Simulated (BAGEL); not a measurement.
# ROHF/cc-pVDZ (density fitting with qzvpp-jkfit) run of CH5GeS (SMILES [CH3][GeH][SH])

What is the vertical doublet–quartet gap of CH5GeS at ROHF/cc-pVDZ (density fitting with qzvpp-jkfit)? 

The calculation is run with BAGEL 1.2.2.

## (1) The structure to begin with

CH5GeS: 8 atoms, total charge 0, spin state doublet. SMILES: `[CH3][GeH][SH]`. Geometry: relaxed at PBE0-D4/def2-TZVP. This is one conformer, not always the lowest.

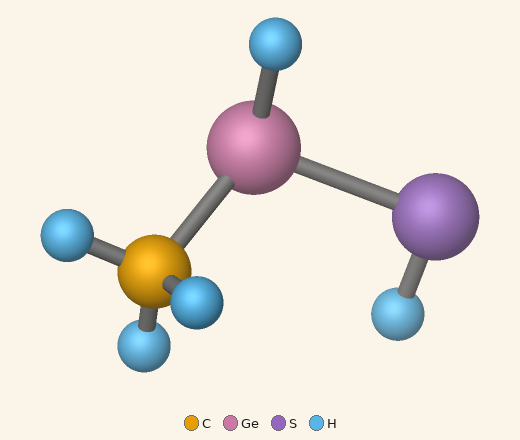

Viewed from a chosen angle; carbon amber, germanium pink, sulfur purple, hydrogen blue.

## (2) The energy at ROHF/cc-pVDZ (density fitting with qzvpp-jkfit)

Contents of calc.json:

```json
{ "bagel" : [

{
  "title" : "molecule",
  "basis" : "cc-pvdz.json",
  "df_basis" : "qzvpp-jkfit",
  "angstrom" : true,
  "geometry" : [
    { "atom" : "C", "xyz" : [      -0.733300,       0.635200,      -0.565800 ] },
    { "atom" : "Ge", "xyz" : [       0.934600,      -0.393300,      -0.399900 ] },
    { "atom" : "S", "xyz" : [       1.033800,      -1.391600,       1.591200 ] },
    { "atom" : "H", "xyz" : [      -0.786300,       1.357800,       0.251000 ] },
    { "atom" : "H", "xyz" : [      -1.594800,      -0.030400,      -0.515000 ] },
    { "atom" : "H", "xyz" : [      -0.745800,       1.162700,      -1.520400 ] },
    { "atom" : "H", "xyz" : [       2.173100,       0.541200,      -0.392200 ] },
    { "atom" : "H", "xyz" : [      -0.189100,      -1.938700,       1.495000 ] }
  ]
},

{ "title" : "rohf", "nopen" : 1 },

{ "title" : "print", "file" : "orbitals.molden", "orbitals" : true }

]}
```

The basis set cc-pVDZ is read from a file made from the Basis Set Exchange's data (not shown).

Launch:

```
$ BAGEL_NUM_THREADS=1 BAGEL calc.json > calc.out
```

The log of the run:

```text
* using 1 threads per process

  ===============================================================
  ===============================================================

  *** Geometry ***

  { "atom" : "C", "xyz" : [     -1.385736,      1.200354,     -1.069207 ] },
  { "atom" : "Ge", "xyz" : [      1.766138,     -0.743229,     -0.755701 ] },
  { "atom" : "S", "xyz" : [      1.953599,     -2.629743,      3.006932 ] },
  { "atom" : "H", "xyz" : [     -1.485892,      2.565870,      0.474321 ] },
  { "atom" : "H", "xyz" : [     -3.013735,     -0.057448,     -0.973209 ] },
  { "atom" : "H", "xyz" : [     -1.409358,      2.197185,     -2.873140 ] },
  { "atom" : "H", "xyz" : [      4.106564,      1.022720,     -0.741151 ] },
  { "atom" : "H", "xyz" : [     -0.357347,     -3.663612,      2.825141 ] },

  Number of auxiliary basis functions:      559

  Since a DF basis is specified, we compute 2- and 3-index integrals:
    o Being stored without compression. Storage requirement is 0.032 GB

  Number of basis functions:       84
  Number of electrons      :       59

    * METHOD: MOLECULE                             0.24

  *** Open-shell HF ***

  === Nuclear Repulsion ===
   253.5363807056

      * DIIS with orbital gradients will be used.

  === ROHF iteration (cc-pvdz.json) ===
      0      -2513.52417166          0.02375093           0.18
      1      -2513.62194509          0.01135932           0.19
      2      -2513.64032688          0.00510514           0.21
      3      -2513.64504308          0.00115060           0.20
      4      -2513.64570709          0.00027200           0.19
      5      -2513.64584225          0.00012179           0.19
      6      -2513.64586587          0.00002660           0.19
      7      -2513.64587898          0.00001042           0.20
      8      -2513.64588123          0.00000326           0.22
      9      -2513.64588195          0.00000105           0.20
     10      -2513.64588220          0.00000042           0.20
     11      -2513.64588220          0.00000021           0.19
     12      -2513.64588221          0.00000008           0.19
     13      -2513.64588221          0.00000003           0.20
     14      -2513.64588221          0.00000001           0.19
     15      -2513.64588221          0.00000001           0.21
    * SCF iteration converged.

    * S^2 (ROHF) is 0.7500

    * Permanent dipole moment:
           (    0.613560,    -0.237699,     0.582611) a.u.

    * METHOD: ROHF                                 3.33

    * METHOD: PRINT                                0.01

  ===============================================================
```

Wall time 4.2 s (1 thread of Intel Xeon 6975P-C (Granite Rapids), shared host); peak memory 0.14 GiB.

## (3) The quartet, same level

Contents of input.json:

```json
{ "bagel": [

{
  "title": "molecule",
  "basis": "cc-pvdz.json",
  "df_basis": "qzvpp-jkfit",
  "angstrom": true,
  "geometry": [
    { "atom": "C", "xyz": [   -0.733300,    0.635200,   -0.565800 ] },
    { "atom": "Ge", "xyz": [    0.934600,   -0.393300,   -0.399900 ] },
    { "atom": "S", "xyz": [    1.033800,   -1.391600,    1.591200 ] },
    { "atom": "H", "xyz": [   -0.786300,    1.357800,    0.251000 ] },
    { "atom": "H", "xyz": [   -1.594800,   -0.030400,   -0.515000 ] },
    { "atom": "H", "xyz": [   -0.745800,    1.162700,   -1.520400 ] },
    { "atom": "H", "xyz": [    2.173100,    0.541200,   -0.392200 ] },
    { "atom": "H", "xyz": [   -0.189100,   -1.938700,    1.495000 ] }
  ]
},
{ "title": "rohf", "nopen": 3 },
{ "title": "print", "file": "orbitals.molden", "orbitals": true }

]}
```

The basis set cc-pVDZ is read from a file made from the Basis Set Exchange's data (not shown).

Launch:

```
$ BAGEL_NUM_THREADS=1 BAGEL input.json > input.out
```

The log of the run:

```text
* using 1 threads per process

  ===============================================================
  ===============================================================

  *** Geometry ***

  { "atom" : "C", "xyz" : [     -1.385736,      1.200354,     -1.069207 ] },
  { "atom" : "Ge", "xyz" : [      1.766138,     -0.743229,     -0.755701 ] },
  { "atom" : "S", "xyz" : [      1.953599,     -2.629743,      3.006932 ] },
  { "atom" : "H", "xyz" : [     -1.485892,      2.565870,      0.474321 ] },
  { "atom" : "H", "xyz" : [     -3.013735,     -0.057448,     -0.973209 ] },
  { "atom" : "H", "xyz" : [     -1.409358,      2.197185,     -2.873140 ] },
  { "atom" : "H", "xyz" : [      4.106564,      1.022720,     -0.741151 ] },
  { "atom" : "H", "xyz" : [     -0.357347,     -3.663612,      2.825141 ] },

  Number of auxiliary basis functions:      559

  Since a DF basis is specified, we compute 2- and 3-index integrals:
    o Being stored without compression. Storage requirement is 0.032 GB

  Number of basis functions:       84
  Number of electrons      :       59

    * METHOD: MOLECULE                             0.24

  *** Open-shell HF ***

  === Nuclear Repulsion ===
   253.5363807056

      * DIIS with orbital gradients will be used.

  === ROHF iteration (cc-pvdz.json) ===
      0      -2513.13104598          0.02901690           0.16
      1      -2513.27680558          0.02520053           0.15
      2      -2513.35692263          0.01305956           0.15
      3      -2513.40055135          0.00300541           0.16
      4      -2513.41461471          0.00160305           0.15
      5      -2513.42148823          0.00099431           0.15
      6      -2513.42552999          0.00052747           0.15
      7      -2513.42700194          0.00033878           0.16
      8      -2513.42779081          0.00022995           0.15
      9      -2513.42829691          0.00022498           0.15
     10      -2513.42858251          0.00015184           0.18
     11      -2513.42896117          0.00009928           0.15
     12      -2513.42912947          0.00006247           0.15
     13      -2513.42916136          0.00003638           0.15
     14      -2513.42916337          0.00002365           0.15
     15      -2513.42916590          0.00002741           0.16
     16      -2513.42915984          0.00001276           0.15
     17      -2513.42916111          0.00000807           0.15
     18      -2513.42916182          0.00000435           0.15
     19      -2513.42916099          0.00000262           0.16
     20      -2513.42916093          0.00000132           0.16
     21      -2513.42916079          0.00000068           0.15
     22      -2513.42916078          0.00000030           0.15
     23      -2513.42916073          0.00000014           0.16
     24      -2513.42916071          0.00000010           0.16
     25      -2513.42916070          0.00000007           0.16
     26      -2513.42916070          0.00000005           0.16
     27      -2513.42916070          0.00000003           0.16
     28      -2513.42916070          0.00000002           0.15
     29      -2513.42916070          0.00000001           0.17
     30      -2513.42916071          0.00000001           0.17
    * SCF iteration converged.

    * S^2 (ROHF) is 3.7500

    * Permanent dipole moment:
           (   -0.336386,    -0.837671,     0.802773) a.u.

    * METHOD: ROHF                                 5.04

    * METHOD: PRINT                                0.01

  ===============================================================
```

It took 5.7 s on 1 thread of Intel Xeon 6975P-C (Granite Rapids), shared host; peak memory 0.14 GiB.

## (4) Outcome

Level: ROHF/cc-pVDZ (density fitting with qzvpp-jkfit).

| quantity | value |
| --- | --- |
| doublet: total energy | -2513.64588 Eh |
| doublet: dipole moment | 2.23 D |
| doublet: ⟨S²⟩ | 0.750 |
| quartet: total energy | -2513.42916 Eh |
| quartet: dipole moment | 3.07 D |
| quartet: ⟨S²⟩ | 3.750 |
| vertical energy of the quartet above the doublet | 5.897 eV |

In words: At this shape the quartet lies 5.90 eV (136 kcal/mol) above the doublet.
